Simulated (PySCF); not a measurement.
Consider C3H2ClP3 (SMILES Clc1pcpcp1).

```csv
atom,x (Å),y (Å),z (Å)
Cl,3.2206,-0.0401,0.0853
C,1.4880,-0.0179,-0.1647
P,0.8614,1.6050,-0.2506
C,-0.8360,1.3867,-0.4944
P,-1.8925,0.0245,-0.6461
C,-0.8691,-1.3638,-0.5048
P,0.8229,-1.6245,-0.2658
H,-1.3633,2.3354,-0.5679
H,-1.4185,-2.2994,-0.5850
```

Geometry: GFN2-xTB.

Theory: CAM-B3LYP/def2-SVPD, SCF density, gas phase (PySCF).

### What will maps of the electron density and electron localisation function show?

C–P (1.73 Å): ρ is about 1.3 e/Å³ halfway; the ELF peaks at about 0.95 between the atoms (localised, covalent bonding).
C–Cl (1.75 Å): ρ at the midpoint is about 1.4 e/Å³; the ELF peaks at about 0.90 between the atoms (a covalent bond).
C–H (1.09 Å): ρ at the midpoint is about 2 e/Å³; the ELF climbs to about 1 towards the hydrogen, as it does in any bond to H (an ordinary covalent bond to hydrogen).

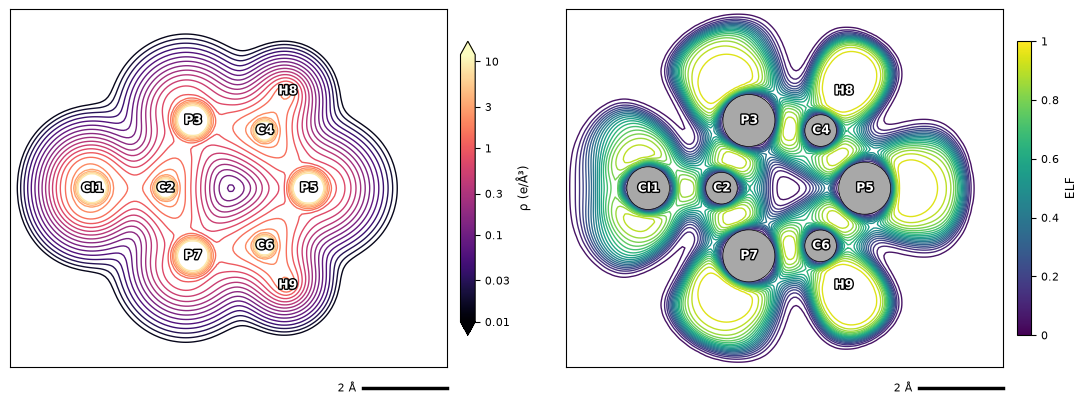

Computed electron density and electron localisation function on the molecular plane, in this order. Grey discs cover the atomic cores in the ELF map. 
